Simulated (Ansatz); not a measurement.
# GeNH₅: geometry relaxation

System: GeNH₅, SMILES [NH2][GeH3].
Method: RKS B3LYP/def2-SVP (Ansatz 0.2.0).

It belongs to a series of runs on one base structure; here: end point A relaxed. Figures and captions count atoms from 1; the log counts them from 0 in places.

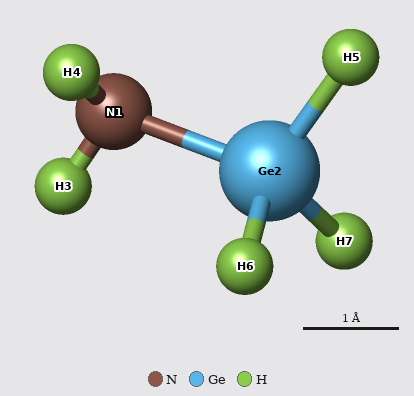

Fig. 1: The structure as given in the input (ball-and-stick view, seen at a tilt; atoms are numbered from 1 in the order of the input). Sticks mark near contacts. Bond lengths as drawn: Ge–H 1.56 to 1.58 Å, Ge–N 1.90 Å and H–N 0.97 to 1.01 Å.

Input file:
```yaml
crystal:
  periodic: [false, false, false]
  atoms:
    - { symbol: "N", position_ang: [-0.0718, -1.2491, -0.126] }
    - { symbol: Ge, position_ang: [0.1555, 0.636, -0.1481] }
    - { symbol: H, position_ang: [0.3121, -1.5721, 0.7073] }
    - { symbol: H, position_ang: [-1.0723, -1.3406, -0.0151] }
    - { symbol: H, position_ang: [-0.5725, 1.2586, -1.3778] }
    - { symbol: H, position_ang: [-0.3943, 1.2671, 1.1636] }
    - { symbol: H, position_ang: [1.7047, 0.9322, -0.2496] }
basis:
  gaussian: { orbitals: def2-SVP }
hamiltonian:
  xc: b3lyp
relax:
  f_tol: 0.015
  max_steps: 40
```

Run as:
```bash
ansatz run input.yaml --threads 1 --pin off --max-ram 2048MiB --backend cpu --events-out ev --progress --plain --runs-dir out
```

Output:
```
The last accepted step is kept in [file] (removed where the run ends without a failure and the disk answers)
Engine: ansatz 0.2.0, x86_64-unknown-linux-gnu
Functional definition: B3LYP
  parameter a0 = 0.2
  parameter ax = 0.72
  parameter ac = 0.81
  exchange = (1 - a0 - ax)*slater_x + ax*b88_x + a0*exact_x
  correlation = (1 - ac)*vwn_rpa_c + ac*lyp_c
774 factors; integrals over basis functions are off by at most 3.1e-4 eV
mean field evaluation 1: about -58076.4840 eV, gradient 5.6e1 eV
mean field evaluation 2: about -58061.5884 eV, gradient 9.3e1 eV
mean field evaluation 4: about -58082.5256 eV, gradient 2.1e0 eV
mean field evaluation 8: about -58082.5401 eV, gradient 2.6e-2 eV
mean field -58082.54011538 eV, -2134.4939794804 hartree, gradient 1.1e-5 eV, S^2 0.000000; 0 other end points of the search recorded, 0 dependent functions left out
the calculation of the forces begins
reference -58082.54034335 eV, -2134.4939878582 hartree; 22, 22 occupied and 49, 49 virtual orbitals, 774 factors
relax step   1: F+E_penalty+E_count = -58082.54011538 eV  Δ(F+E_penalty+E_count) = +0.000e0 eV  max|allowed force component| = 2.158e0 eV/Å  Δτ_max = 0.0000 Å  (23 SCF iters, accepted)
these checks for a lower state are left out or cut short: starts, cluster_reference, orbital_swaps, neighbouring_geometries, increment
774 factors; integrals over basis functions are off by at most 3.3e-4 eV
mean field evaluation 16: about -58082.6679 eV, gradient 6.3e-2 eV
mean field -58082.67421299 eV, -2134.4989074768 hartree, gradient 6.1e-5 eV, S^2 0.000000; 0 other end points of the search recorded, 0 dependent functions left out
the calculation of the forces begins
reference -58082.67444230 eV, -2134.4989159037 hartree; 22, 22 occupied and 49, 49 virtual orbitals, 774 factors
relax step   2: F+E_penalty+E_count = -58082.67421299 eV  Δ(F+E_penalty+E_count) = -1.341e-1 eV  max|allowed force component| = 6.861e-1 eV/Å  Δτ_max = 0.0929 Å  (23 SCF iters, accepted)
these checks for a lower state are left out or cut short: starts, cluster_reference, orbital_swaps, neighbouring_geometries, increment
774 factors; integrals over basis functions are off by at most 3.7e-4 eV
mean field -58082.68064352 eV, -2134.4991437942 hartree, gradient 1.5e-5 eV, S^2 0.000000; 0 other end points of the search recorded, 0 dependent functions left out
the calculation of the forces begins
reference -58082.68087401 eV, -2134.4991522647 hartree; 22, 22 occupied and 49, 49 virtual orbitals, 774 factors
relax step   3: F+E_penalty+E_count = -58082.68064352 eV  Δ(F+E_penalty+E_count) = -6.431e-3 eV  max|allowed force component| = 7.181e-1 eV/Å  Δτ_max = 0.0663 Å  (26 SCF iters, accepted)
these checks for a lower state are left out or cut short: starts, cluster_reference, orbital_swaps, neighbouring_geometries, increment
774 factors; integrals over basis functions are off by at most 3.7e-4 eV
mean field -58082.69588792 eV, -2134.4997040159 hartree, gradient 4.2e-5 eV, S^2 0.000000; 0 other end points of the search recorded, 0 dependent functions left out
the calculation of the forces begins
reference -58082.69611835 eV, -2134.4997124840 hartree; 22, 22 occupied and 49, 49 virtual orbitals, 774 factors
relax step   4: F+E_penalty+E_count = -58082.69588792 eV  Δ(F+E_penalty+E_count) = -1.524e-2 eV  max|allowed force component| = 1.597e-1 eV/Å  Δτ_max = 0.0336 Å  (23 SCF iters, accepted)
these checks for a lower state are left out or cut short: starts, cluster_reference, orbital_swaps, neighbouring_geometries, increment
774 factors; integrals over basis functions are off by at most 3.8e-4 eV
mean field evaluation 32: about -58082.6789 eV, gradient 2.2e0 eV
mean field -58082.69882955 eV, -2134.4998121185 hartree, gradient 4.2e-5 eV, S^2 0.000000; 0 other end points of the search recorded, 0 dependent functions left out
the calculation of the forces begins
reference -58082.69906072 eV, -2134.4998206139 hartree; 22, 22 occupied and 49, 49 virtual orbitals, 774 factors
relax step   5: F+E_penalty+E_count = -58082.69882955 eV  Δ(F+E_penalty+E_count) = -2.942e-3 eV  max|allowed force component| = 1.024e-1 eV/Å  Δτ_max = 0.0288 Å  (23 SCF iters, accepted)
these checks for a lower state are left out or cut short: starts, cluster_reference, orbital_swaps, neighbouring_geometries, increment
774 factors; integrals over basis functions are off by at most 3.8e-4 eV
mean field -58082.69926305 eV, -2134.4998280496 hartree, gradient 1.2e-5 eV, S^2 0.000000; 0 other end points of the search recorded, 0 dependent functions left out
the calculation of the forces begins
reference -58082.69949403 eV, -2134.4998365380 hartree; 22, 22 occupied and 49, 49 virtual orbitals, 774 factors
relax step   6: F+E_penalty+E_count = -58082.69926305 eV  Δ(F+E_penalty+E_count) = -4.335e-4 eV  max|allowed force component| = 1.132e-2 eV/Å  Δτ_max = 0.0065 Å  (22 SCF iters, accepted)
```

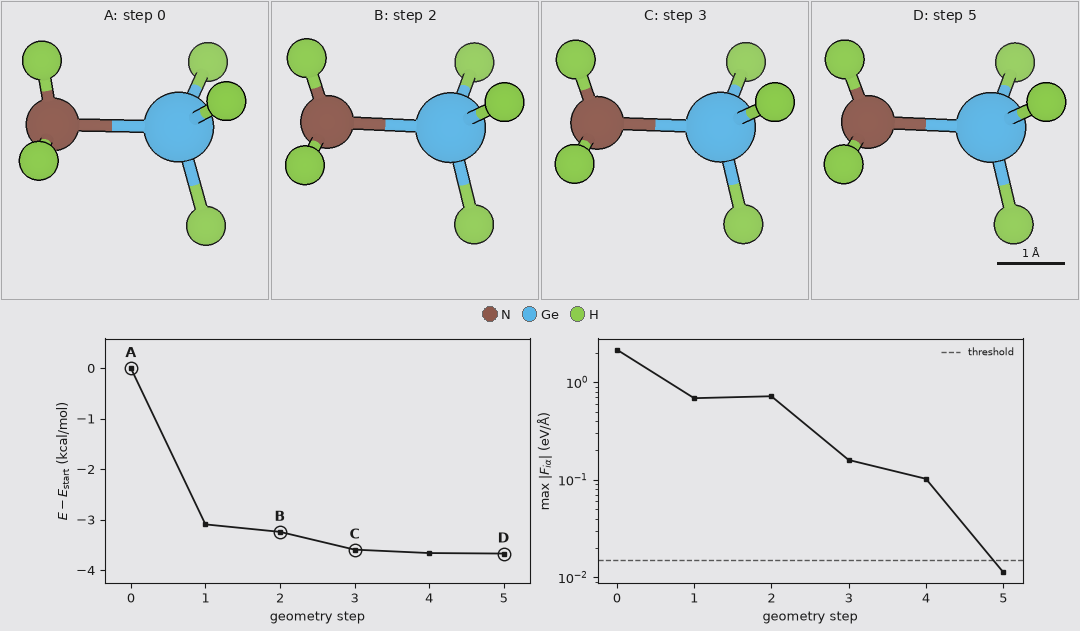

Fig. 2: Frames of the relaxation (ball-and-stick view, seen at a tilt) above the curves, on which the letters mark them (the first geometry is step 0 here and step 1 in the log).

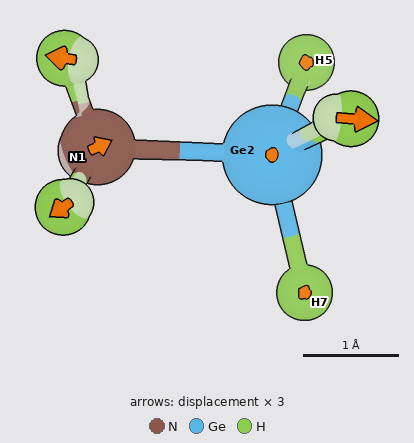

Fig. 3: Start (faint) and end (solid) with the displacements as orange arrows, magnified 3 times (ball-and-stick view, seen at a tilt). The two geometries are laid on each other by the best rigid fit. Over 5 geometry steps the energy falls by 3.67 kcal/mol. Largest force component: 2.2 eV/Å at the start, 0.011 eV/Å at the end. The atom that moves furthest after the best rigid fit is H6 (0.15 Å). By element the largest moves are H 0.15 Å, N 0.09 Å, Ge 0.05 Å. Distances before and after: N1–Ge2 1.899 → 1.851 Å, N1–H3 0.973 → 1.019 Å, Ge2–H7 1.581 → 1.542 Å, Ge2–H5 1.559 → 1.542 Å. Among the angles that change: Ge2–N1–H4 102.1° → 113.7°, Ge2–N1–H3 107.0° → 113.9°, N1–Ge2–H6 110.5° → 115.3°. (Atoms are counted from 1 in the order of the input.)

```
774 factors; integrals over basis functions are off by at most 3.8e-4 eV
mean field -58082.69926305 eV, -2134.4998280496 hartree, gradient 1.2e-5 eV, S^2 0.000000; 1 other end points of the search recorded, 0 dependent functions left out
the calculation of the forces begins
reference -58082.69949403 eV, -2134.4998365380 hartree; 22, 22 occupied and 49, 49 virtual orbitals, 774 factors
Total energy: -58082.69949403 eV, -2134.4998365380 hartree
Atom 0 at    -0.107191    -1.167850    -0.098681 Å, force    -0.003232    -0.000731    -0.002108 eV/Å
Atom 1 at     0.156461     0.664094    -0.108048 Å, force     0.003155     0.011324    -0.001247 eV/Å
Atom 2 at     0.365627    -1.649031     0.665330 Å, force     0.001221    -0.001903     0.002697 eV/Å
Atom 3 at    -1.088913    -1.441187    -0.078339 Å, force    -0.001083    -0.003806     0.002004 eV/Å
Atom 4 at    -0.576291     1.212250    -1.348597 Å, force     0.001073     0.000365     0.000233 eV/Å
Atom 5 at    -0.364037     1.416702     1.148403 Å, force    -0.000740    -0.004422    -0.001281 eV/Å
Atom 6 at     1.675744     0.897122    -0.225768 Å, force    -0.000394    -0.000826    -0.000298 eV/Å
Dipole moment:    -0.118953    -0.080135     0.210454 e Å
```

Trajectory as extended XYZ (Å, eV, eV/Å), 6 frames, from step=1 to step=6:
```
7
Properties=species:S:1:pos:R:3:forces:R:3 step=1 energy=-58082.54012
N    -0.0718   -1.2491   -0.1260   -0.6812   1.9189  -2.1579
Ge    0.1555    0.6360   -0.1481    0.6645  -0.2077  -0.0869
H     0.3121   -1.5721    0.7073    1.0741  -0.9857   2.1087
H    -1.0723   -1.3406   -0.0151   -0.5809  -0.4763  -0.0328
H    -0.5725    1.2586   -1.3778    0.0904  -0.2412   0.2301
H    -0.3943    1.2671    1.1636    0.0201   0.0962  -0.0964
H     1.7047    0.9322   -0.2496   -0.5870  -0.1041   0.0353
7
Properties=species:S:1:pos:R:3:forces:R:3 step=2 energy=-58082.67421
N    -0.0939   -1.2107   -0.1411   -0.1879   0.6861  -0.0160
Ge    0.1737    0.6544   -0.1167   -0.1055  -0.3033  -0.1303
H     0.3366   -1.6110    0.6863    0.1677  -0.2695   0.2107
H    -1.0977   -1.3965   -0.0440    0.1220  -0.0692  -0.0875
H    -0.5703    1.2038   -1.3518    0.0207   0.0254   0.0281
H    -0.3746    1.3577    1.1570    0.0315  -0.0019  -0.0229
H     1.6875    0.9344   -0.2355   -0.0485  -0.0677   0.0178
7
Properties=species:S:1:pos:R:3:forces:R:3 step=3 energy=-58082.68064
N    -0.1118   -1.1814   -0.0843    0.2212   0.7181  -0.4825
Ge    0.1604    0.6591   -0.1097   -0.0204  -0.1904  -0.0211
H     0.3799   -1.6323    0.6767   -0.1502  -0.2954   0.2488
H    -1.1010   -1.4081   -0.0989   -0.0574  -0.2917   0.2311
H    -0.5770    1.2016   -1.3506   -0.0041   0.0075   0.0154
H    -0.3661    1.3887    1.1552    0.0051   0.0598  -0.0010
H     1.6770    0.9045   -0.2341    0.0058  -0.0079   0.0093
7
Properties=species:S:1:pos:R:3:forces:R:3 step=4 energy=-58082.69589
N    -0.0926   -1.1788   -0.1108   -0.1597  -0.0258   0.1295
Ge    0.1543    0.6598   -0.1177    0.0685   0.0013   0.0502
H     0.3568   -1.6361    0.6873   -0.0438   0.0632  -0.1311
H    -1.0846   -1.4263   -0.0758    0.1163  -0.0425  -0.0221
H    -0.5806    1.2258   -1.3487    0.0007  -0.0379  -0.0086
H    -0.3638    1.3953    1.1489   -0.0156   0.0073   0.0019
H     1.6720    0.8924   -0.2288    0.0334   0.0344  -0.0198
7
Properties=species:S:1:pos:R:3:forces:R:3 step=5 energy=-58082.69883
N    -0.1101   -1.1655   -0.0975    0.0446  -0.1024   0.0950
Ge    0.1589    0.6650   -0.1059   -0.0298   0.0146  -0.0194
H     0.3649   -1.6525    0.6650   -0.0511   0.0573  -0.0848
H    -1.0913   -1.4447   -0.0799    0.0378   0.0361  -0.0018
H    -0.5742    1.2091   -1.3477   -0.0030   0.0125  -0.0013
H    -0.3643    1.4180    1.1490    0.0075  -0.0010   0.0016
H     1.6774    0.9027   -0.2286   -0.0061  -0.0172   0.0109
7
Properties=species:S:1:pos:R:3:forces:R:3 step=6 energy=-58082.69926
N    -0.1072   -1.1679   -0.0987   -0.0032  -0.0007  -0.0021
Ge    0.1565    0.6641   -0.1080    0.0032   0.0113  -0.0012
H     0.3656   -1.6490    0.6653    0.0012  -0.0019   0.0027
H    -1.0889   -1.4412   -0.0783   -0.0011  -0.0038   0.0020
H    -0.5763    1.2123   -1.3486    0.0011   0.0004   0.0002
H    -0.3640    1.4167    1.1484   -0.0007  -0.0044  -0.0013
H     1.6757    0.8971   -0.2258   -0.0004  -0.0008  -0.0003
```

Key numbers:

```json
{"quantity": "outcome", "value": "converged"}
{"quantity": "total energy", "value": "−58082.6995 eV"}
{"quantity": "mean-field energy", "value": "−58082.6995 eV"}
{"quantity": "largest force (length of the vector) at the end", "value": "0.012 eV/Å"}
{"quantity": "hardware", "value": "1 thread of Intel Xeon (Sapphire Rapids), 192 GiB of memory available, shared host"}
{"quantity": "wall time", "value": "15 s"}
{"quantity": "peak memory", "value": "0.15 GiB"}
```
